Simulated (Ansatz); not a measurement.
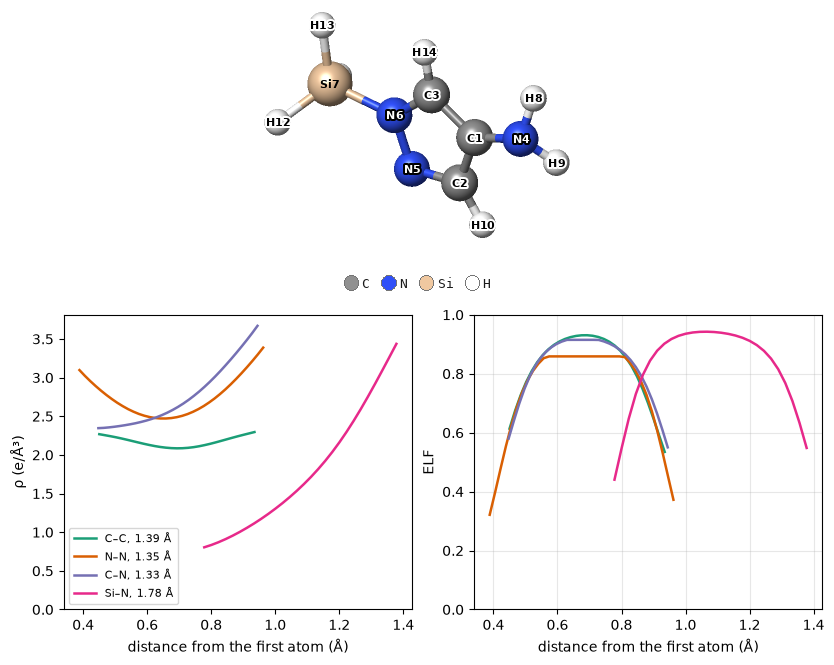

Figure 1: C$_{3}$H$_{7}$N$_{3}$Si (SMILES Nc1cnn([SiH3])c1). Electron density and ELF along straight lines between neighbouring atoms. The curves leave out the atomic cores. The structure is drawn too.

Geometry: B3LYP/def2-SVP.

These are results of Ansatz, isolated molecule in a Gaussian basis; Kohn-Sham density functional theory, functional PBE0, not measurements.

```xyz
14

C    -0.2339    1.9497   -1.4447
C    -0.1279    0.6834   -2.0932
C    -0.0483    1.6539   -0.1043
N    -0.4062    3.1942   -2.0563
N     0.0983   -0.2952   -1.2282
N     0.1512    0.2897   -0.0120
Si    0.4670   -0.7592    1.3892
H    -0.7920    3.9075   -1.4453
H    -0.9387    3.1518   -2.9202
H    -0.2102    0.4698   -3.1599
H    -0.5949   -1.7926    1.5002
H     1.7975   -1.4076    1.2563
H     0.4438    0.1417    2.5739
H    -0.0374    2.2966    0.7736
```

> What can be read from the curves?

C–C (1.39 Å): ρ is about 2.1 e/Å³ halfway; the ELF peaks at about 0.95 between the atoms, as expected for a covalent bond.
N–N (1.35 Å): ρ is about 2.5 e/Å³ halfway; the ELF peaks at about 0.85 between the atoms: localised, covalent bonding.
C–N (1.33 Å): ρ at the midpoint is about 2.5 e/Å³; the ELF peaks at about 0.90 between the atoms; localised, covalent bonding.
Si–N (1.78 Å): the density is about 1 e/Å³ at the midpoint; the ELF peaks at about 0.95 between the atoms; a polar covalent bond.
